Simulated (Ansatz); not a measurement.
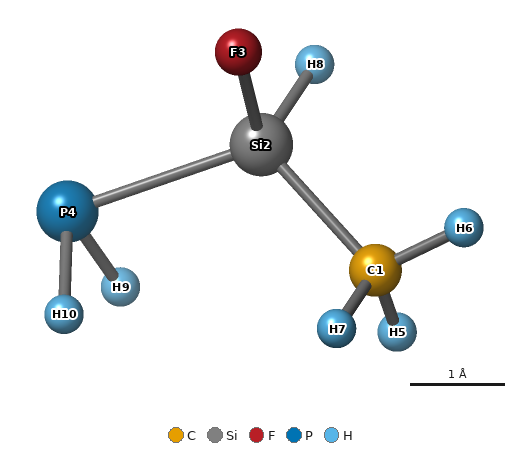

The structure as given in the input (ball-and-stick view, seen at a tilt; atoms are numbered from 1 in the order of the input). Bond lengths as drawn: C–H 1.10 Å, C–Si 1.88 Å, F–Si 1.66 Å, H–P 1.44 Å, H–Si 1.50 Å and P–Si 2.28 Å.

## CH6FPSi: nudged elastic band

- system: CH6FPSi
- method: RKS B3LYP/cc-pVDZ (Ansatz 0.2.0)

It belongs to a series of runs on one base structure; here: band between the two ends. Figures and captions count atoms from 1; the log counts them from 0 in places.

Log
```
Engine: ansatz 0.2.0, x86_64-unknown-linux-gnu
Functional definition: B3LYP
  parameter a0 = 0.2
  parameter ax = 0.72
  parameter ac = 0.81
  exchange = (1 - a0 - ax)*slater_x + ax*b88_x + a0*exact_x
  correlation = (1 - ac)*vwn_rpa_c + ac*lyp_c
1017 factors; integrals over basis functions are off by at most 4.1e-4 eV
mean field evaluation 1: about -21015.3581 eV, gradient 5.1e1 eV
mean field evaluation 2: about -21011.5754 eV, gradient 6.6e1 eV
mean field evaluation 4: about -21021.0283 eV, gradient 3.0e0 eV
mean field evaluation 8: about -21021.0611 eV, gradient 2.3e-2 eV
mean field -21021.06109200 eV, -772.5097465439 hartree, gradient 5.5e-5 eV, S^2 0.000000; 0 other end points of the search recorded, 0 dependent functions left out
the calculation of the forces begins
reference -21021.06134184 eV, -772.5097557254 hartree; 25, 25 occupied and 69, 69 virtual orbitals, 1017 factors
1017 factors; integrals over basis functions are off by at most 4.3e-4 eV
mean field evaluation 16: about -21011.6623 eV, gradient 6.6e1 eV
mean field -21021.09192485 eV, -772.5108796305 hartree, gradient 6.2e-5 eV, S^2 0.000000; 0 other end points of the search recorded, 0 dependent functions left out
[... from here on the field's lines of each further geometry are left out, up to the last ...]
NEB iter   1: max|band force component| = 2.448e1 eV/Å  barrier→ = 5.8691 eV  barrier← = 5.9000 eV  Δτ_max = 0.2000 Å  (219 SCF iters)
NEB iter   2: max|band force component| = 8.456e0 eV/Å  barrier→ = 1.8594 eV  barrier← = 1.8902 eV  Δτ_max = 0.2000 Å  (194 SCF iters)
NEB iter   3: max|band force component| = 4.375e0 eV/Å  barrier→ = 1.1339 eV  barrier← = 1.1648 eV  Δτ_max = 0.1985 Å  (191 SCF iters)
NEB iter   4: max|band force component| = 1.439e0 eV/Å  barrier→ = 0.8950 eV  barrier← = 0.9258 eV  Δτ_max = 0.1874 Å  (190 SCF iters)
NEB iter   5: max|band force component| = 5.184e-1 eV/Å  barrier→ = 0.9038 eV  barrier← = 0.9346 eV  Δτ_max = 0.1507 Å  (196 SCF iters)
NEB iter   6: max|band force component| = 9.505e-1 eV/Å  barrier→ = 0.8337 eV  barrier← = 0.8645 eV  CI = image 3  Δτ_max = 0.1992 Å  (193 SCF iters)
NEB iter   7: max|band force component| = 7.236e-1 eV/Å  barrier→ = 0.9165 eV  barrier← = 0.9473 eV  CI = image 3  Δτ_max = 0.2000 Å  (189 SCF iters)
NEB iter   8: max|band force component| = 4.261e-1 eV/Å  barrier→ = 0.9622 eV  barrier← = 0.9931 eV  CI = image 3  Δτ_max = 0.1998 Å  (189 SCF iters)
NEB iter   9: max|band force component| = 3.279e-1 eV/Å  barrier→ = 0.9600 eV  barrier← = 0.9908 eV  CI = image 3  Δτ_max = 0.1675 Å  (191 SCF iters)
NEB iter  10: max|band force component| = 2.044e-1 eV/Å  barrier→ = 0.9541 eV  barrier← = 0.9850 eV  CI = image 3  Δτ_max = 0.1121 Å  (194 SCF iters)
NEB iter  11: max|band force component| = 1.718e-1 eV/Å  barrier→ = 0.9519 eV  barrier← = 0.9828 eV  CI = image 3  Δτ_max = 0.0439 Å  (196 SCF iters)
NEB iter  12: max|band force component| = 5.959e-2 eV/Å  barrier→ = 0.9515 eV  barrier← = 0.9823 eV  CI = image 3  Δτ_max = 0.0320 Å  (196 SCF iters)
NEB iter  13: max|band force component| = 5.264e-2 eV/Å  barrier→ = 0.9513 eV  barrier← = 0.9822 eV  CI = image 3  Δτ_max = 0.0183 Å  (167 SCF iters)
the calculation of the forces begins
reference -21021.07440407 eV, -772.5102357537 hartree; 25, 25 occupied and 69, 69 virtual orbitals, 1017 factors
1017 factors; integrals over basis functions are off by at most 4.5e-4 eV
mean field -21020.10988202 eV, -772.4747902220 hartree, gradient 1.1e-5 eV, S^2 0.000000; 1 other end points of the search recorded, 0 dependent functions left out
the calculation of the forces begins
reference -21020.11012746 eV, -772.4747992417 hartree; 25, 25 occupied and 69, 69 virtual orbitals, 1017 factors
NEB iter  14: max|band force component| = 2.391e-2 eV/Å  barrier→ = 0.9512 eV  barrier← = 0.9820 eV  CI = image 3  Δτ_max = 0.0000 Å  (332 SCF iters)
```

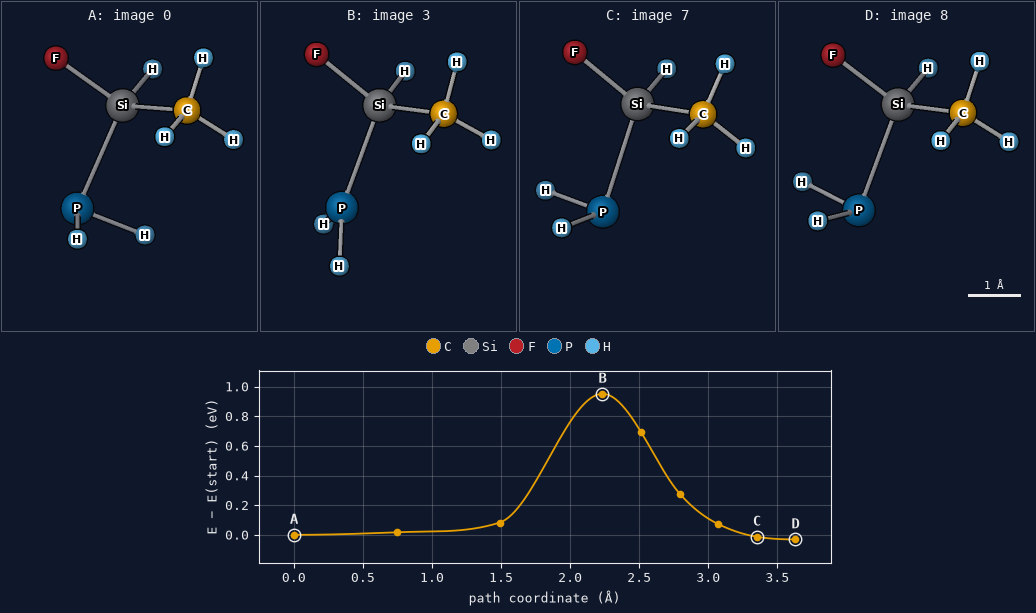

Images of the last band (counted from 0; ball-and-stick, seen at a tilt) above the energy along the path; the line is a cubic interpolation that uses the forces. The highest image is number 3, 0.951 eV above the start and 0.982 eV above the end (the climbing image); the end lies 0.031 eV below the start. The path is 3.63 Å long. The band converged in 14 iterations.

```
Total energy: -21020.11012746 eV, -772.4747992417 hartree
Atom 0 at     0.109782     1.506929     0.209132 Å, force     0.006579     0.000865     0.008251 eV/Å
Atom 1 at    -0.413979    -0.250770     0.594987 Å, force    -0.002101    -0.011426    -0.002394 eV/Å
Atom 2 at     0.181840    -0.589943     2.107069 Å, force    -0.000872    -0.001220    -0.000585 eV/Å
Atom 3 at     0.322339    -1.630530    -0.940415 Å, force     0.006116    -0.002367     0.000917 eV/Å
Atom 4 at    -0.378086     1.870827    -0.707772 Å, force    -0.003791    -0.000052    -0.002660 eV/Å
Atom 5 at    -0.161239     2.167293     1.049004 Å, force     0.000806     0.002506    -0.000774 eV/Å
Atom 6 at     1.201772     1.562693     0.072011 Å, force    -0.000736     0.002936    -0.005887 eV/Å
Atom 7 at    -1.880636    -0.495543     0.683910 Å, force    -0.000306     0.001660    -0.002349 eV/Å
Atom 8 at    -0.366484    -2.785507    -1.343422 Å, force    -0.001357     0.005320     0.001913 eV/Å
Atom 9 at     1.467792    -1.406649    -1.721702 Å, force    -0.004338     0.001776     0.003568 eV/Å
Dipole moment:    -0.053259     0.218968    -0.361693 e Å
this run last wrote the band of iteration 14 to [file]
```

The last band as extended XYZ (Å, eV, eV/Å)
```
10
Properties=species:S:1:pos:R:3:forces:R:3 image=0 energy=-21021.06109
C     0.0420    1.3611    0.0942    0.0003  -0.0016  -0.0005
Si   -0.3276   -0.3889    0.6661    0.0029  -0.0020  -0.0038
F     0.4846   -0.6304    2.0932    0.0002  -0.0004   0.0001
P     0.3195   -2.0671   -0.7391   -0.0005   0.0047   0.0025
H    -0.5126    1.5876   -0.8316    0.0005  -0.0008   0.0002
H    -0.2623    2.0877    0.8661   -0.0004   0.0011   0.0000
H     1.1172    1.4940   -0.1056   -0.0003  -0.0004   0.0008
H    -1.7850   -0.5660    0.9539   -0.0021  -0.0002   0.0006
H    -0.4907   -1.5502   -1.8082   -0.0006  -0.0004   0.0003
H     1.4980   -1.3790   -1.1862   -0.0001   0.0000  -0.0002
10
Properties=species:S:1:pos:R:3:forces:R:3 image=1 energy=-21021.04367
C     0.0948    1.3892    0.1303   -0.0014  -0.0050   0.0197
Si   -0.3223   -0.3709    0.6366    0.0046  -0.0033   0.0063
F     0.3370   -0.6029    2.1424    0.0029  -0.0012  -0.0025
P     0.5136   -2.0331   -0.6941   -0.0088   0.0026  -0.0055
H    -0.3828    1.6516   -0.8276   -0.0047  -0.0152  -0.0160
H    -0.2627    2.0931    0.9008   -0.0011  -0.0002  -0.0130
H     1.1837    1.5190    0.0233   -0.0004   0.0002  -0.0073
H    -1.7978   -0.5707    0.7803    0.0044  -0.0036   0.0064
H    -0.6022   -1.9700   -1.5952   -0.0008   0.0278  -0.0070
H     1.3218   -1.1565   -1.4940    0.0054  -0.0021   0.0190
10
Properties=species:S:1:pos:R:3:forces:R:3 image=2 energy=-21020.97819
C     0.1146    1.4651    0.1800    0.0211  -0.0384  -0.0190
Si   -0.3680   -0.3119    0.5625    0.0315  -0.0367  -0.0030
F     0.1714   -0.6053    2.1063   -0.0224  -0.0025  -0.0039
P     0.6550   -1.9569   -0.6702    0.2199  -0.2138   0.1874
H    -0.3758    1.8364   -0.7339    0.0004  -0.0238  -0.0285
H    -0.1859    2.1112    1.0231   -0.0186  -0.0309  -0.0266
H     1.2054    1.5586    0.0550   -0.0009  -0.0005  -0.0165
H    -1.8509   -0.5028    0.6132    0.0157   0.0035  -0.0565
H    -0.4768   -2.4634   -1.3862   -0.0698   0.2085  -0.0250
H     1.1941   -1.1821   -1.7468   -0.1770   0.1346  -0.0083
10
Properties=species:S:1:pos:R:3:forces:R:3 image=3 energy=-21020.10988
C     0.1098    1.5069    0.2091    0.0066   0.0009   0.0083
Si   -0.4140   -0.2508    0.5950   -0.0021  -0.0114  -0.0024
F     0.1818   -0.5899    2.1071   -0.0009  -0.0012  -0.0006
P     0.3223   -1.6305   -0.9404    0.0061  -0.0024   0.0009
H    -0.3781    1.8708   -0.7078   -0.0038  -0.0001  -0.0027
H    -0.1612    2.1673    1.0490    0.0008   0.0025  -0.0008
H     1.2018    1.5627    0.0720   -0.0007   0.0029  -0.0059
H    -1.8806   -0.4955    0.6839   -0.0003   0.0017  -0.0023
H    -0.3665   -2.7855   -1.3434   -0.0014   0.0053   0.0019
H     1.4678   -1.4066   -1.7217   -0.0043   0.0018   0.0036
10
Properties=species:S:1:pos:R:3:forces:R:3 image=4 energy=-21020.36806
C     0.1150    1.5031    0.2018    0.0194  -0.0414   0.0136
Si   -0.4022   -0.2588    0.6057    0.0809  -0.0831   0.0665
F     0.1826   -0.5882    2.1221    0.0623  -0.0648   0.0559
P     0.1975   -1.5222   -1.1028   -0.6915   0.6638  -0.9870
H    -0.3697    1.8624   -0.7190   -0.0079  -0.0279   0.0151
H    -0.1590    2.1709    1.0348   -0.0056  -0.0146   0.0074
H     1.2075    1.5607    0.0669   -0.0009   0.0111  -0.0004
H    -1.8766   -0.4844    0.6796    0.0488   0.0047  -0.0018
H    -0.3165   -2.8266   -1.2539    0.3005  -0.1903   0.4110
H     1.5045   -1.4681   -1.6323    0.1939  -0.2574   0.4196
10
Properties=species:S:1:pos:R:3:forces:R:3 image=5 energy=-21020.78322
C     0.1039    1.5017    0.1973    0.0112  -0.0299   0.0192
Si   -0.3911   -0.2706    0.5897    0.0266  -0.0527  -0.0635
F     0.2150   -0.6136    2.0975    0.1019  -0.1614  -0.1237
P     0.1087   -1.4495   -1.2725   -0.4016   0.3237  -0.7407
H    -0.3856    1.8516   -0.7255   -0.0067  -0.0152   0.0168
H    -0.1775    2.1722    1.0250   -0.0141  -0.0108   0.0123
H     1.1953    1.5722    0.0577   -0.0033   0.0120   0.0040
H    -1.8672   -0.4856    0.6902    0.0219   0.0433   0.0229
H    -0.2327   -2.8282   -1.1385    0.2648   0.0409   0.4102
H     1.5142   -1.5015   -1.5180   -0.0008  -0.1498   0.4426
10
Properties=species:S:1:pos:R:3:forces:R:3 image=6 energy=-21020.98874
C     0.0851    1.5067    0.1906    0.0031  -0.0117   0.0011
Si   -0.3912   -0.2771    0.5378   -0.0244  -0.0084  -0.0809
F     0.2987   -0.6951    1.9911    0.0839  -0.1547  -0.1897
P     0.0633   -1.4350   -1.3773   -0.0695   0.0364  -0.1915
H    -0.4171    1.8559   -0.7261   -0.0025   0.0287   0.0052
H    -0.1999    2.1675    1.0243   -0.0153  -0.0126   0.0155
H     1.1740    1.5917    0.0402   -0.0058   0.0109   0.0028
H    -1.8610   -0.4763    0.7239   -0.0067   0.0483   0.0188
H    -0.1635   -2.7972   -1.0018    0.0776   0.0684   0.2059
H     1.4948   -1.4923   -1.3998   -0.0405  -0.0054   0.2128
10
Properties=species:S:1:pos:R:3:forces:R:3 image=7 energy=-21021.07415
C     0.0665    1.5147    0.1831   -0.0100   0.0160  -0.0025
Si   -0.4001   -0.2799    0.4757   -0.0157   0.0012  -0.0502
F     0.3891   -0.7945    1.8430    0.0404  -0.0723  -0.0773
P     0.0463   -1.4603   -1.4240    0.0033   0.0096  -0.0422
H    -0.4509    1.8923   -0.7145    0.0004   0.0235   0.0074
H    -0.2149    2.1474    1.0403   -0.0046  -0.0197   0.0083
H     1.1522    1.6139    0.0219    0.0008   0.0038  -0.0019
H    -1.8582   -0.4561    0.7537   -0.0098   0.0240   0.0045
H    -0.1222   -2.7706   -0.8737    0.0101   0.0025   0.0880
H     1.4753   -1.4582   -1.3028   -0.0149   0.0114   0.0659
10
Properties=species:S:1:pos:R:3:forces:R:3 image=8 energy=-21021.09193
C     0.0517    1.5273    0.1761    0.0016   0.0105   0.0122
Si   -0.4055   -0.2774    0.4169   -0.0085  -0.0069  -0.0056
F     0.4251   -0.8479    1.7367    0.0027   0.0037   0.0032
P     0.0624   -1.5045   -1.4432   -0.0032   0.0032  -0.0006
H    -0.5455    1.9682   -0.6393    0.0009  -0.0034  -0.0034
H    -0.1483    2.0982    1.0979   -0.0009  -0.0044  -0.0042
H     1.1184    1.6407   -0.0753    0.0007  -0.0037  -0.0009
H    -1.8592   -0.4382    0.7314    0.0075   0.0010  -0.0026
H    -0.0970   -2.7581   -0.7658   -0.0006  -0.0035   0.0017
H     1.4811   -1.4593   -1.2325   -0.0002   0.0035   0.0003
```

This output came from the following input.

The input
```yaml
crystal:
  periodic: [false, false, false]
  atoms:
    - { symbol: C, position_ang: [0.041953, 1.361103, 0.094209] }
    - { symbol: Si, position_ang: [-0.327579, -0.388856, 0.666117] }
    - { symbol: F, position_ang: [0.484558, -0.630416, 2.093157] }
    - { symbol: P, position_ang: [0.319539, -2.067065, -0.739066] }
    - { symbol: H, position_ang: [-0.512644, 1.587616, -0.831593] }
    - { symbol: H, position_ang: [-0.262316, 2.08766, 0.866081] }
    - { symbol: H, position_ang: [1.117232, 1.493997, -0.105578] }
    - { symbol: H, position_ang: [-1.785009, -0.565957, 0.953892] }
    - { symbol: H, position_ang: [-0.490658, -1.550241, -1.808173] }
    - { symbol: H, position_ang: [1.498025, -1.379042, -1.186246] }
basis:
  gaussian: { orbitals: cc-pVDZ }
hamiltonian:
  xc: b3lyp
neb:
  order_check: false
  images: 7
  f_tol: 0.05
  max_iterations: 60
  final_atoms:
    - { symbol: C, position_ang: [0.05170744, 1.5273134, 0.17613574] }
    - { symbol: Si, position_ang: [-0.40551398, -0.27744473, 0.41687204] }
    - { symbol: F, position_ang: [0.42507658, -0.84790178, 1.73665436] }
    - { symbol: P, position_ang: [0.0624024, -1.50451956, -1.44324445] }
    - { symbol: H, position_ang: [-0.54553472, 1.96820131, -0.63928457] }
    - { symbol: H, position_ang: [-0.14833484, 2.09815799, 1.09793227] }
    - { symbol: H, position_ang: [1.11844679, 1.64065712, -0.07531889] }
    - { symbol: H, position_ang: [-1.85916695, -0.43823318, 0.7313719] }
    - { symbol: H, position_ang: [-0.09704858, -2.75814614, -0.7657918] }
    - { symbol: H, position_ang: [1.48106686, -1.45928542, -1.2325266] }
  initial_path:
    images:
      - { positions_ang: [[0.041953, 1.361103, 0.094209], [-0.327579, -0.388856, 0.666117], [0.484558, -0.630416, 2.093157], [0.319539, -2.067065, -0.739066], [-0.512644, 1.587616, -0.831593], [-0.262316, 2.08766, 0.866081], [1.117232, 1.493997, -0.105578], [-1.785009, -0.565957, 0.953892], [-0.490658, -1.550241, -1.808173], [1.498025, -1.379042, -1.186246]] }
      - { positions_ang: [[0.0414176, 1.36264395, 0.10246452], [-0.32056966, -0.37881729, 0.64733802], [0.50261678, -0.6427899, 2.03753593], [0.34400861, -1.96502327, -0.82068989], [-0.53062439, 1.611049, -0.82051647], [-0.27380599, 2.09172019, 0.88137007], [1.10593516, 1.52172181, -0.10228987], [-1.76117854, -0.56835755, 0.93696354], [-0.57406784, -1.59821595, -1.78967198], [1.54936926, -1.48513199, -1.06970388]] }
      - { positions_ang: [[0.0408822, 1.36418491, 0.11072004], [-0.31356032, -0.36877857, 0.62855905], [0.52067556, -0.6551638, 1.98191486], [0.36847823, -1.86298155, -0.90231378], [-0.54860478, 1.63448199, -0.80943995], [-0.28529597, 2.09578038, 0.89665915], [1.09463832, 1.54944662, -0.09900174], [-1.73734807, -0.57075811, 0.92003508], [-0.65747767, -1.64619089, -1.77117095], [1.60071351, -1.59122198, -0.95316177]] }
      - { positions_ang: [[0.0403468, 1.36572586, 0.11897557], [-0.30655097, -0.35873986, 0.60978007], [0.53873434, -0.66753771, 1.9262938], [0.39294784, -1.76093982, -0.98393767], [-0.56658518, 1.65791499, -0.79836342], [-0.29678596, 2.09984058, 0.91194822], [1.08334147, 1.57717144, -0.09571361], [-1.71351761, -0.57315866, 0.90310662], [-0.74088751, -1.69416584, -1.75266993], [1.65205777, -1.69731197, -0.83661965]] }
      - { positions_ang: [[0.0398114, 1.36726681, 0.12723109], [-0.29954163, -0.34870115, 0.5910011], [0.55679312, -0.67991161, 1.87067273], [0.41741745, -1.65889809, -1.06556156], [-0.58456557, 1.68134799, -0.78728689], [-0.30827595, 2.10390077, 0.9272373], [1.07204463, 1.60489625, -0.09242548], [-1.68968714, -0.57555921, 0.88617816], [-0.82429735, -1.74214079, -1.7341689], [1.70340203, -1.80340196, -0.72007753]] }
      - { positions_ang: [[0.04278541, 1.40727846, 0.13945725], [-0.32603472, -0.33088705, 0.54746883], [0.52386399, -0.72190915, 1.83716814], [0.32866369, -1.62030346, -1.15998228], [-0.57480786, 1.75306132, -0.75028631], [-0.26829067, 2.10246507, 0.96991104], [1.08364517, 1.61383646, -0.08814883], [-1.7320571, -0.54122771, 0.8474766], [-0.64248515, -1.99614213, -1.49207463], [1.64781824, -1.71737283, -0.8481898]] }
      - { positions_ang: [[0.04575942, 1.44729011, 0.15168341], [-0.3525278, -0.31307294, 0.50393657], [0.49093485, -0.76390669, 1.80366354], [0.23990993, -1.58170883, -1.254403], [-0.56505015, 1.82477465, -0.71328573], [-0.22830539, 2.10102938, 1.01258479], [1.09524571, 1.62277668, -0.08387218], [-1.77442705, -0.5068962, 0.80877503], [-0.46067296, -2.25014346, -1.24998035], [1.59223444, -1.63134369, -0.97630207]] }
      - { positions_ang: [[0.04873343, 1.48730175, 0.16390958], [-0.37902089, -0.29525884, 0.4604043], [0.45800572, -0.80590424, 1.77015895], [0.15115616, -1.5431142, -1.34882373], [-0.55529243, 1.89648798, -0.67628515], [-0.18832012, 2.09959368, 1.05525853], [1.10684625, 1.6317169, -0.07959553], [-1.816797, -0.47256469, 0.77007347], [-0.27886077, -2.5041448, -1.00788608], [1.53665065, -1.54531455, -1.10441434]] }
      - { positions_ang: [[0.05170744, 1.5273134, 0.17613574], [-0.40551398, -0.27744473, 0.41687204], [0.42507658, -0.84790178, 1.73665436], [0.0624024, -1.50451956, -1.44324445], [-0.54553472, 1.96820131, -0.63928457], [-0.14833484, 2.09815799, 1.09793227], [1.11844679, 1.64065712, -0.07531889], [-1.85916695, -0.43823318, 0.7313719], [-0.09704858, -2.75814614, -0.7657918], [1.48106686, -1.45928542, -1.2325266]] }
```

Command:
```bash
ansatz run input.yaml --threads 1 --pin off --max-ram 2048MiB --backend cpu --events-out ev --progress --plain --runs-dir out
```

Results in brief

| quantity | value |
| --- | --- |
| outcome | converged |
| barrier, forward | 0.951 eV |
| barrier, backward | 0.982 eV |
| hardware | 1 thread of an x86-64 CPU, shared host |
| wall time | 5.3 min |
| peak memory | 0.23 GiB |

Notes

The order of the saddle point was not checked.
